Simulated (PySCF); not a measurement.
C5H8Cl2Si

Input

```
{"job": {"kind": "nmr", "xc": "PBE0", "basis": "pcSseg-1"}, "charge": 0, "multiplicity": 1}
C      2.606376     0.478709     0.166439
Si     1.343030    -0.865319    -0.273973
Cl     1.476058    -2.399099     1.049241
C     -0.398768    -0.191757    -0.141150
C     -0.985931     0.992674    -0.359070
Cl    -0.415142     2.510986    -0.878565
C     -2.372718     0.563210     0.004530
C     -1.722901    -0.816889     0.270328
H      2.449754     0.855450     1.174062
H      3.623527     0.101495     0.108492
H      2.526268     1.320189    -0.513965
H      1.583942    -1.419352    -1.609586
H     -2.799462     1.055128     0.876499
H     -3.093336     0.587796    -0.810929
H     -2.067685    -1.617631    -0.379555
H     -1.760611    -1.146644     1.305790
```

Launched as:

```sh
OMP_NUM_THREADS=1 python probes_run.py task.json out
```

Geometry: GFN2-xTB.

Level of theory: PBE0/pcSseg-1, SCF density, gas phase, non-relativistic in PySCF 2.14.0.

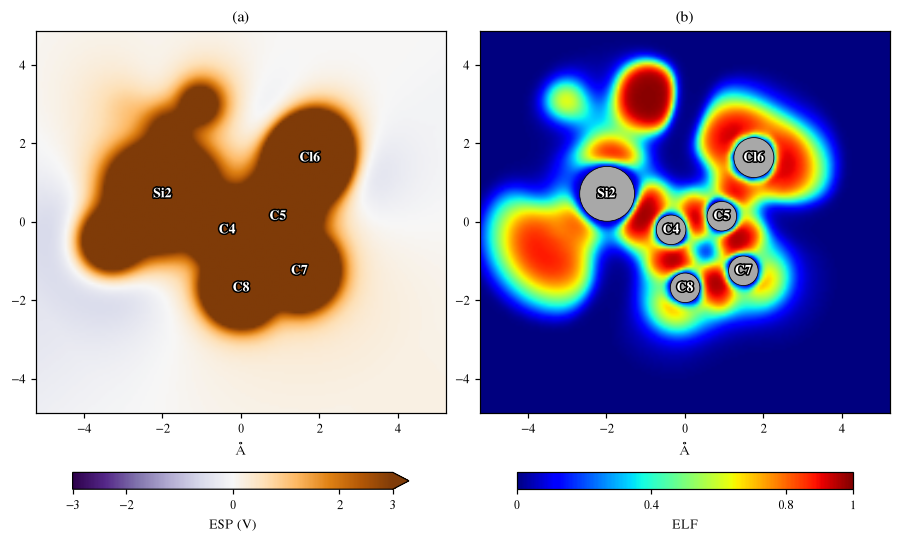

Figure 1. (a) electrostatic potential; (b) electron localisation function on the plane of atoms C4, C5 and C7. Grey discs cover the atomic cores in the ELF map.

Question: Interpret the plot.

Answer:
- Atoms in the plane: Si, C and Cl.
- C–C (1.34 Å): the ELF peaks at about 0.90 between the atoms (a short, multiple covalent bond).
- C–Cl (1.70 Å): the ELF peaks at about 0.90 between the atoms, as expected for a covalent bond.
- C–Si (1.87 Å): the ELF peaks at about 0.95 between the atoms, as expected for localised, covalent bonding.
- C–C (1.50 Å): the ELF peaks at about 0.95 between the atoms; a shared electron pair.
- C–C (1.55 Å): the ELF peaks at about 0.95 between the atoms, as expected for localised, covalent bonding.
- The ELF also peaks beside Cl3 and Cl6, away from the bonds: lone-pair regions.
- Outside the dense part of the molecule the potential is most negative (−0.6 V) near Cl3, which lies off the plane.

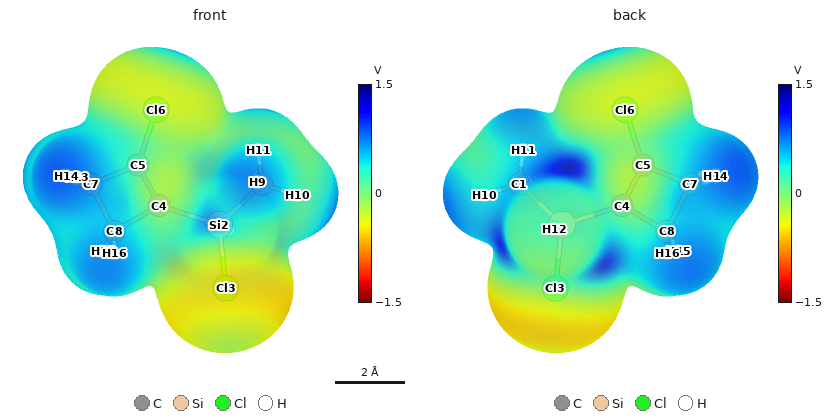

Figure 2. The molecular electrostatic potential painted on the density surface at 0.002 e/bohr³, seen from the front and from behind; the colour scale runs from red (negative) to blue (positive).

Question: Which sites attract a positive test charge, and which a negative one?

Answer: A positive charge is drawn to the negative regions and a negative charge to the positive ones. The most negative region (about −0.6 V) lies over Cl3, the most positive (about +1.1 V) over Si2. Cl6 shows a σ-hole: about +0.5 V at the tip opposite its bond, against about −0.2 V on its flanks.

Question: How polar is the molecule by this calculation?

Answer: Its dipole moment is 1.14 D.
